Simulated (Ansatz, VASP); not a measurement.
# CuI in two plane-wave programs

Wanted: the spread between two codes on one cell, functional and k mesh. The cell is taken from a series of VASP runs on this material, whose earlier steps may have relaxed, scaled or displaced it; both programs get it as it stands. Valence electrons are named where the data sets of a main pair hold unlike numbers.

Method: plane waves, with VASP 6.6.1 beside it; band structure at LDA, band structure at PBE and dielectric response at LDA, in Ansatz 0.2.0.

## (1) The starting structure

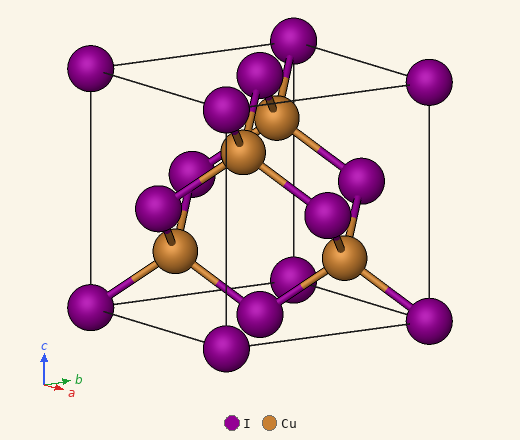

The starting structure, seen from a free direction (iodine purple, copper orange). This picture shows the conventional cell, with its axes. Bonds to atoms that aren't drawn are left out. Some periodic images of atoms are drawn too.

## (2) Ansatz: band structure, LDA

Ansatz runs on its default PAW (the set named soft_2) files.

The same path points are solved in both programs, so levels can be compared one by one.

input.yaml

```yaml
crystal:
  lattice:
    - [0.0, 3.016, 3.016]
    - [3.016, 0.0, 3.016]
    - [3.016, 3.016, 0.0]
  atoms:
    - { symbol: I, position: [0.0, 0.0, 0.0] }
    - { symbol: Cu, position: [0.75, 0.75, 0.75] }
hamiltonian:
  xc: lda
  pseudopotentials: { kind: paw }
kpoints:
  mp_grid: { grid: [6, 6, 6] }
  band_path:
    path:
      - [0.0, 0.0, 0.0]
      - [0.16667, 0.0, 0.16667]
      - [0.33333, 0.0, 0.33333]
      - [0.5, 0.0, 0.5]
      - [0.5, 0.08333, 0.58333]
      - [0.5, 0.19444, 0.69444]
      - [0.5, 0.25, 0.75]
      - [0.45833, 0.29167, 0.75]
      - [0.40278, 0.34722, 0.75]
      - [0.375, 0.375, 0.75]
      - [0.20833, 0.20833, 0.41667]
      - [0.08333, 0.08333, 0.16667]
      - [0.0, 0.0, 0.0]
      - [0.22222, 0.22222, 0.22222]
      - [0.38889, 0.38889, 0.38889]
      - [0.51389, 0.47222, 0.51389]
      - [0.55556, 0.38889, 0.55556]
      - [0.61111, 0.27778, 0.61111]
      - [0.61111, 0.25, 0.63889]
      - [0.56944, 0.25, 0.68056]
      - [0.51389, 0.25, 0.73611]
      - [0.5, 0.27778, 0.72222]
      - [0.5, 0.38889, 0.61111]
      - [0.5, 0.47222, 0.52778]
      - [0.48611, 0.48611, 0.52778]
      - [0.43056, 0.43056, 0.63889]
      - [0.38889, 0.38889, 0.72222]
      - [0.59722, 0.19444, 0.59722]
      - [0.55556, 0.11111, 0.55556]
      - [0.5, 0.0, 0.5]
    npoints: 1
scf:
  occupations: { method: gaussian, width: 0.03 }
  n_extra_bands: 7
output:
  forces: true
  stress: true
  eigenvalues: true
```

Run with:

```
$ ansatz run input.yaml --threads 2 --pin off --max-ram 4608MiB --backend cpu --events-out ev --progress --plain --runs-dir out
```

Numbers of over 12 decimals in the logs are rounded to 6 here.

Log:

```text
scf.n_extra_bands = 7 over 18 filled bands (N_el = 36.0): the run solves 25 bands
Engine: ansatz 0.2.0, x86_64-unknown-linux-gnu
Pseudopotentials: kind: paw
Pseudopotential: I, paw, valence charge 17, recommended cutoff 420 eV (normal), I.paw.azcp
Pseudopotential: Cu, paw, valence charge 19, recommended cutoff 420 eV (normal), Cu.paw.azcp
Functional definition: SPW92
  exchange = slater_x
  correlation = pw_c
Crystal: 2 atoms, lattice volume = 54.869 Å³
Basis set: ecut = 420 eV, 1067 PW (Γ)
Bands: 25, of which v1, the nominal top of the filled ones, is band 18 counted from 1 (17 counted from 0)
Symmetry: 24 space group operations
Space group: F-43m (ITA 216), of the structure as read, at distance tolerance 3.8e-5 Å
k-points: 16 of 216 (time reversal used)
Non-local potential: I, projectors of the file, l = 0: 2, l = 1: 2, l = 2: 2, l = 3: 2
Non-local potential: Cu, projectors of the file, l = 0: 3, l = 1: 2, l = 2: 3, l = 3: 1
PAW form: soft (Blöchl's): semilocal exchange-correlation on the pseudo side does not see the compensation charge
PAW frozen core: I, regenerated for the run's functional, and the local potential with it (the file was generated under x = pbe(κ = 0.804, μ = 0.219515), c = pbe(β = 0.066725))
PAW frozen core: Cu, regenerated for the run's functional, and the local potential with it (the file was generated under x = pbe(κ = 0.804, μ = 0.219515), c = pbe(β = 0.066725))
PAW one-centre angular grid: I, 590 points (default); XC on 64 Gauss nodes
PAW one-centre angular grid: Cu, 590 points (default); XC on 64 Gauss nodes
Initial density: superposition of atomic densities (neutral atoms: chi_scale 0, normalization atom), corrected by the library's trained network
Initial wavefunctions: pseudopotential atomic-orbital guess
Functional: x = slater, c = lda
SCF iter   1: F=—  HF=-13911.743738 eV  |F-HF|=—  |Δ(HF+E_count)|=         —  Δρ=1.03e-2  dr2=2.57e-2  ethr=1.77e-3  ⟨swp⟩=6.2  Hψ=1997  notcnv=0  defer=2
preconditioner: auto → none  [insulator: Δε(μ)=0.889 eV  Ē_g=11.102 eV  σ=0.030 eV  W_gap=1.00  n_scr=14 (ndim 8)  ℏωp=21.3 eV  f_vac=0.177  D(μ)=0.00/eV (n_scr^D=0)  ε∞_Penn≈4.7]
SCF iter   2: F=—  HF=-13911.748053 eV  |F-HF|=—  |Δ(HF+E_count)|=   4.32e-3  Δρ=1.08e-2  dr2=4.47e-2  ethr=7.14e-5  ⟨swp⟩=2.6  Hψ=922  notcnv=0  defer=38
SCF iter   3: F=—  HF=-13911.736834 eV  |F-HF|=—  |Δ(HF+E_count)|=   1.12e-2  Δρ=3.07e-3  dr2=2.27e-3  ethr=7.14e-5  ⟨swp⟩=2.1  Hψ=701  notcnv=0  defer=38
SCF iter   4: F=—  HF=-13911.736496 eV  |F-HF|=—  |Δ(HF+E_count)|=   3.39e-4  Δρ=6.24e-4  dr2=8.67e-5  ethr=6.31e-6  ⟨swp⟩=2.0  Hψ=576  notcnv=0  defer=38
SCF iter   5: F=—  HF=-13911.736498 eV  |F-HF|=—  |Δ(HF+E_count)|=   1.99e-6  Δρ=7.39e-5  dr2=2.14e-6  ethr=2.41e-7  ⟨swp⟩=2.0  Hψ=506  notcnv=0  defer=38
SCF iter   6: F=-13911.736497 eV  HF=-13911.736497 eV  |F-HF|=3.53e-10  |Δ(HF+E_count)|=   3.76e-7  Δρ=4.46e-6  dr2=6.17e-9  ethr=2.78e-10  ⟨swp⟩=8.7  Hψ=2305  notcnv=0
SCF 1 converged in 6 iterations: F = -13911.736497 eV  dr2 = 6.17e-9
  greatest PAW one-centre occupation: 1.000 electrons in one spin orbital (limit 2), on the Cu atom at site 1 (counted from 0), in its partial waves of l = 0
NSCF: frozen V_eff on 30 k-points
SCF converged after 6 iterations
Free energy (F): -13911.736497 eV
Harris-Foulkes:  -13911.736497 eV  (|F-HF|=3.53e-10)
Internal energy: -13911.736497 eV  (E = F + TS)
E sigma→0 (E₀):  -13911.736497 eV
Fermi energy:    8.488938 eV
--- Per-component energies (eV) ---
  E_band       = -870.307770
  E_kinetic    = 491.026714
  E_local      = -7594.057406  (includes V_loc(G=0)·N_el)
  E_nonlocal   = 322.092781
  E_hartree    = 3523.167973
  E_xc         = -214.221509
  E_vxc        = -241.421093  (∫ρ·V_xc dr)
  E_paw        = -6265.495560  (= ΣΔE_a)
  E_vpaw       = -894.290699  (= ΣTr[D̂ρ^β])
  E_aug_tail   = 0.000237  (compensation charges beyond the density's cutoff)
  E_ewald      = -4175.480603
  E_core_change = 1.230875  (= ΣΔE_core)
  E_smearing   = -0.000000  (= −TS)
  E_closure    = -0.000000  (closes the sum)
  Σ components = -13911.736497   (vs F -13911.736497, Δ=0.00e0)
--- Forces (eV/Å), atoms counted from 1 ---
  atom   1  I     -0.00000000     0.00000000     0.00000000
  atom   2  Cu     0.00000000     0.00000000     0.00000000
  max |Σ_I F_I| component: 4.16e-17 eV/Å
--- Stress (GPa, compression-positive) ---
       -3.882495      -0.000000       0.000000
        0.000000      -3.882495       0.000000
       -0.000000       0.000000      -3.882495
  P = ⅓ Tr σ = -3.8825 GPa (-38.825 kbar)
--- Band table (eV; the first three rows and the last of 16) ---
  k-point 0: bands = [... 14 lower, 6.0278, 8.0003, 8.0003, 8.0003, 8.9766, 12.8562, 12.8562, 12.8562, ... 3 higher]
  k-point 1: bands = [... 14 lower, 6.0184, 7.0592, 7.7957, 7.7957, 9.9570, 12.8169, 13.2113, 13.2113, ... 3 higher]
  k-point 2: bands = [... 14 lower, 6.0292, 6.3355, 7.4307, 7.4307, 10.1358, 13.4715, 13.4715, 14.3421, ... 3 higher]
  k-point 15: bands = [... 14 lower, 5.9811, 6.1112, 6.3124, 6.6099, 11.7654, 11.8840, 15.0627, 15.1145, ... 3 higher]
```

It took 1.6 s on 2 threads of Intel Xeon Platinum 8488C (Sapphire Rapids), shared host; peak memory 0.36 GiB; 2.7 s of CPU time.

## (3) VASP: band structure, LDA

The same cell, functional (in two slightly different forms), mesh and smearing now go to VASP, with its own data sets.

Lines of VASP's logs that name or quote its potential files are left out, and so is its time.

INCAR

```
SYSTEM = CuI
PREC = Accurate
ENCUT = 350
EDIFF = 1E-06
NELM = 100
ISMEAR = 0
SIGMA = 0.03
LREAL = .FALSE.
ALGO = Normal
GGA = CA
NBANDS = 21
LASPH = .TRUE.
LORBIT = 11
LWAVE = .FALSE.
LCHARG = .FALSE.
KPAR = 4
```

POSCAR

```
CuI
1.0
    0.0000000000      3.0160000000      3.0160000000
    3.0160000000      0.0000000000      3.0160000000
    3.0160000000      3.0160000000      0.0000000000
I Cu
1 1
Direct
    0.0000000000      0.0000000000      0.0000000000
    0.7500000000      0.7500000000      0.7500000000
```

KPOINTS

```
Automatic mesh
0
Gamma
6 6 6
0 0 0
```

KPOINTS_OPT

```
Line mode
10
Line-mode
Reciprocal
  0.00000000   0.00000000   0.00000000 GAMMA
  0.50000000   0.00000000   0.50000000 X

  0.50000000   0.00000000   0.50000000 X
  0.50000000   0.25000000   0.75000000 W

  0.50000000   0.25000000   0.75000000 W
  0.37500000   0.37500000   0.75000000 K

  0.37500000   0.37500000   0.75000000 K
  0.00000000   0.00000000   0.00000000 GAMMA

  0.00000000   0.00000000   0.00000000 GAMMA
  0.50000000   0.50000000   0.50000000 L

  0.50000000   0.50000000   0.50000000 L
  0.62500000   0.25000000   0.62500000 U

  0.62500000   0.25000000   0.62500000 U
  0.50000000   0.25000000   0.75000000 W

  0.50000000   0.25000000   0.75000000 W
  0.50000000   0.50000000   0.50000000 L

  0.50000000   0.50000000   0.50000000 L
  0.37500000   0.37500000   0.75000000 K

  0.62500000   0.25000000   0.62500000 U
  0.50000000   0.00000000   0.50000000 X
```

Potentials, in the order of the species: I and Cu (LDA family, release 64).

Run with:

```
$ mpirun -np 4 vasp_std
```

Log:

```text
[banner, memory and clock lines left out]
running    4 mpi-ranks, on    1 nodes
 distrk:  each k-point on    1 cores,    4 groups
 distr:  one band on    1 cores,    1 groups

 POSCAR found type information on POSCAR I Cu
 POSCAR found :  2 types and       2 ions
 LDA part: xc-table for (Slater(with rela. corr.)+CA(PZ))
 , standard interpolation
 POSCAR, INCAR and KPOINTS ok, starting setup
 FFT: planning ... GRIDC
 FFT: planning ... GRID_SOFT
 FFT: planning ... GRID
 WAVECAR not read
 entering main loop
       N       E                     dE             d eps       ncg     rms          rms(c)
DAV:   1     0.868587944256E+02    0.86859E+02   -0.53321E+03   672   0.648E+02
DAV:   2    -0.391641992272E+00   -0.87250E+02   -0.77012E+02   722   0.173E+02
DAV:   3    -0.702712029045E+01   -0.66355E+01   -0.65241E+01   842   0.520E+01
DAV:   4    -0.720223366925E+01   -0.17511E+00   -0.17492E+00   819   0.744E+00
DAV:   5    -0.721086738810E+01   -0.86337E-02   -0.86328E-02  1000   0.195E+00    0.562E+00
DAV:   6    -0.712327465389E+01    0.87593E-01   -0.22975E+00   792   0.366E+01    0.362E+00
DAV:   7    -0.694786157383E+01    0.17541E+00   -0.58358E-01   777   0.225E+01    0.176E+00
DAV:   8    -0.694409600249E+01    0.37656E-02   -0.28650E-02  1043   0.195E+00    0.403E-01
DAV:   9    -0.694196902054E+01    0.21270E-02   -0.39231E-03   832   0.159E+00    0.227E-01
DAV:  10    -0.694192123427E+01    0.47786E-04   -0.34122E-04  1088   0.155E-01    0.945E-02
DAV:  11    -0.694181708355E+01    0.10415E-03   -0.43944E-04   800   0.574E-01    0.292E-02
DAV:  12    -0.694181651616E+01    0.56740E-06   -0.41892E-05  1030   0.767E-02    0.288E-02
DAV:  13    -0.694181542172E+01    0.10944E-05   -0.22777E-06   965   0.235E-02    0.506E-03
DAV:  14    -0.694181524330E+01    0.17842E-06   -0.58641E-07   481   0.153E-02
   1 F= -.69418152E+01 E0= -.69418152E+01  d E =-.472188E-21
 Start KPOINTS_OPT (optional k-point list driver)
k-point batch [1-16\100]
       N       E                     dE             ncg
DAV:   1     0.171814016994E+04   -0.37797E+04      677
DAV:   2     0.283891996801E+03   -0.14342E+04      707
DAV:   3     0.172444855157E+03   -0.11145E+03      841
DAV:   4     0.169459269767E+03   -0.29856E+01      836
DAV:   5     0.169314412512E+03   -0.14486E+00      976
DAV:   6     0.169311350795E+03   -0.30617E-02      884
DAV:   7     0.169311326139E+03   -0.24656E-04      987
DAV:   8     0.169311325940E+03   -0.19880E-06      665
[...]
k-point batch [97-100\100]
       N       E                     dE             ncg
DAV:   1     0.641806773929E+04   -0.17459E+04      168
DAV:   2     0.605240595154E+04   -0.36566E+03      178
DAV:   3     0.602785325171E+04   -0.24553E+02      227
DAV:   4     0.602725451722E+04   -0.59873E+00      193
DAV:   5     0.602722413183E+04   -0.30385E-01      256
DAV:   6     0.602722340587E+04   -0.72596E-03      214
DAV:   7     0.602722339834E+04   -0.75322E-05      256
DAV:   8     0.602722339830E+04   -0.44589E-07      171
```

Parts of OUTCAR (step 3):

```text
ion  position               nearest neighbor table
   1  0.000  0.000  0.000-   2 2.61   2 2.61   2 2.61   2 2.61
   2  0.750  0.750  0.750-   1 2.61   1 2.61   1 2.61   1 2.61

  LATTYP: Found a face centered cubic cell.
 ALAT       =     6.0320000000

 Subroutine GETGRP returns: Found 24 space group operations
 (whereof 24 operations were pure point group operations)

The static configuration has the point symmetry T_d .

 Found     16 irreducible k-points:

   k-points           NKPTS =     16   k-points in BZ     NKDIM =     16   number of bands    NBANDS=     21

   dimension x,y,z NGX =    28 NGY =   28 NGZ =   28
   dimension x,y,z NGXF=    56 NGYF=   56 NGZF=   56

   ENCUT  =  350.0 eV  25.72 Ry    5.07 a.u.   6.51  6.51  6.51*2*pi/ulx,y,z

   NELECT =      18.0000    total number of electrons

 k-points in reciprocal lattice and weights: Automatic mesh
   0.00000000  0.00000000  0.00000000       0.005
   0.16666667  0.00000000  0.00000000       0.037
   0.33333333  0.00000000  0.00000000       0.037
   0.50000000  0.00000000  0.00000000       0.019
   0.16666667  0.16666667  0.00000000       0.028
   0.33333333  0.16666667  0.00000000       0.111
   0.50000000  0.16666667  0.00000000       0.111
  -0.33333333  0.16666667  0.00000000       0.111
  -0.16666667  0.16666667  0.00000000       0.056
[...]
-0.33333333  0.33333333  0.16666667       0.111
  -0.33333333  0.50000000  0.16666667       0.056

 average (electrostatic) potential at core
       1 -92.8930       2 -66.7107

 E-fermi :   4.5316

 k-point     1 :       0.0000    0.0000    0.0000
  band No.  band energies     occupation
    ...
      5       2.3578      2.00000
      6       2.3578      2.00000
      7       4.3401      2.00000
      8       4.3401      2.00000
      9       4.3401      2.00000
     10       5.3715      0.00000
     11       9.1858      0.00000
     12       9.1858      0.00000
     13       9.1858      0.00000
     14      12.3396      0.00000
    ...

 k-point     2 :       0.1667    0.0000    0.0000
  band No.  band energies     occupation
    ...
      5       2.3485      2.00000
      6       2.3485      2.00000
      7       3.3979      2.00000
      8       4.1351      2.00000
      9       4.1351      2.00000
     10       6.3424      0.00000
     11       9.1591      0.00000
     12       9.5395      0.00000
     13       9.5395      0.00000
     14      13.1141      0.00000
    ...

 k-point     3 :       0.3333    0.0000    0.0000
  band No.  band energies     occupation
    ...
      5       2.3590      2.00000
      6       2.3590      2.00000
      7       2.6663      2.00000
      8       3.7696      2.00000
      9       3.7696      2.00000
     10       6.5109      0.00000
     11       9.7955      0.00000
     12       9.7955      0.00000
     13      10.6985      0.00000
     14      12.8375      0.00000
    ...

  Total       -1.3027012     -1.3027012     -1.3027012     -0.0000000      0.0000000     -0.0000000
  in kB      -38.0392003    -38.0392003    -38.0392003     -0.0000000      0.0000000     -0.0000000
  external PRESSURE =     -38.0392003 kB  Pullay stress =       0.0000000 kB

  energy-cutoff  :      350.00
  volume of cell :       54.87
      direct lattice vectors                 reciprocal lattice vectors
     0.000000000  3.016000000  3.016000000    -0.165782493  0.165782493  0.165782493
     3.016000000  0.000000000  3.016000000     0.165782493 -0.165782493  0.165782493
     3.016000000  3.016000000  0.000000000     0.165782493  0.165782493 -0.165782493

 POSITION                                       TOTAL-FORCE (eV/Angst)
 -----------------------------------------------------------------------------------
      0.00000      0.00000      0.00000         0.000000      0.000000     -0.000000
      4.52400      4.52400      4.52400        -0.000000     -0.000000      0.000000
 -----------------------------------------------------------------------------------
    total drift:                               -0.000001     -0.000001     -0.000001

  FREE ENERGIE OF THE ION-ELECTRON SYSTEM (eV)
  ---------------------------------------------------
  free  energy   TOTEN  =        -6.9418152433 eV

  energy  without entropy=       -6.9418152433  energy(sigma->0) =       -6.94181524

 total charge
# of ion       s       p       d       tot
------------------------------------------
    1        1.497   2.752   0.054   4.302
    2        0.341   0.275   9.329   9.944
--------------------------------------------------
tot          1.837   3.026   9.383  14.246

[... 3 further parts left out ...]
```

The run ends at a pressure of -3.80 GPa.

## (4) Differences

Known differences besides the potentials themselves: the two LDA forms differ slightly; the data sets hold 36 valence electrons in Ansatz (on its default PAW (the set named soft_2) files) and 18 in VASP; the cutoff is 420 eV in Ansatz and 350 eV in VASP; VASP's log shows a relativistic correction to its local exchange, Ansatz's none. Total energies have different zeros and are not compared.

Both answers:

```
                     quantity  Ansatz   VASP  difference
               pressure (GPa)   -3.88  -3.80       -0.08
gap over the path points (eV)   0.976  1.031      -0.055
```

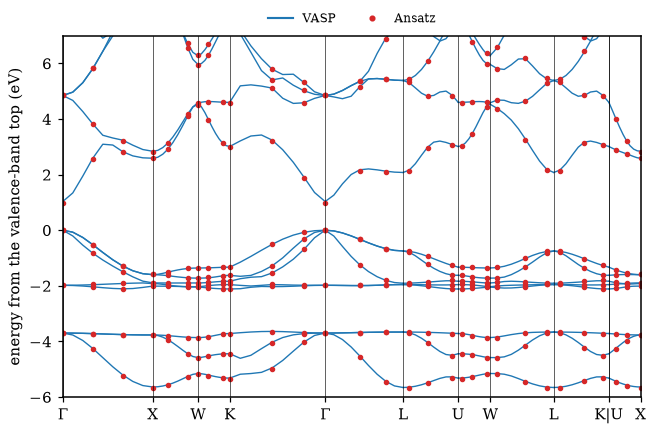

Bands from VASP (lines) and levels from Ansatz (dots). Dots without a line are higher empty bands that the VASP plot leaves out.

Levels at points of the path, from each program's valence-band top (eV; 4 filled, then empty):

```
k (reciprocal lattice)                                  Ansatz                                    VASP
     0.000 0.000 0.000     -1.97 0.00 0.00 0.00 0.98 4.86 4.86     -1.98 0.00 0.00 0.00 1.03 4.85 4.85
     0.167 0.000 0.167  -1.95 -0.83 -0.52 -0.52 2.55 3.82 5.83  -1.96 -0.83 -0.52 -0.52 2.59 3.82 5.81
     0.333 0.000 0.333  -1.91 -1.49 -1.28 -1.28 2.82 3.22 7.50  -1.92 -1.49 -1.29 -1.29 2.82 3.24 7.51
     0.500 0.000 0.500  -1.92 -1.88 -1.59 -1.59 2.58 2.83 9.11  -1.92 -1.90 -1.60 -1.60 2.59 2.84 9.14
     0.500 0.083 0.583  -1.97 -1.89 -1.63 -1.50 2.90 3.12 8.37  -1.97 -1.90 -1.64 -1.51 2.91 3.13 8.37
     0.500 0.194 0.694  -2.02 -1.89 -1.70 -1.37 4.12 4.17 6.55  -2.03 -1.90 -1.71 -1.38 4.12 4.19 6.56
     0.500 0.250 0.750  -2.02 -1.89 -1.71 -1.35 4.51 4.58 5.96  -2.03 -1.90 -1.72 -1.36 4.53 4.58 5.97
     0.458 0.292 0.750  -1.99 -1.87 -1.70 -1.34 3.97 4.62 6.29  -2.00 -1.88 -1.71 -1.35 3.98 4.63 6.29
     0.403 0.347 0.750  -1.95 -1.83 -1.63 -1.33 3.13 4.59 7.28  -1.96 -1.84 -1.64 -1.34 3.14 4.60 7.26
     0.375 0.375 0.750  -1.95 -1.83 -1.61 -1.32 3.00 4.59 7.49  -1.96 -1.84 -1.62 -1.33 3.01 4.60 7.47
```

Among the levels compared at these points, filled levels agree within 11 meV and empty ones within 55 meV. Ansatz's pressure holds a Pulay correction of 0.05 GPa; VASP's holds none.

[end of part 1 of 2]

[Lines on the potential files, build, host, timing and source positions are cut from VASP's logs without a mark.]

[Logs are printed without paths, hosts, clocks, repeated set-up lines and the standing remarks that a program may print on its own settings, such as how far it seeks lower states.]

[Hosts, paths, dates, database ids (printed as entryN), source tags and the programs' standing remarks are cut or masked in the printed files.]
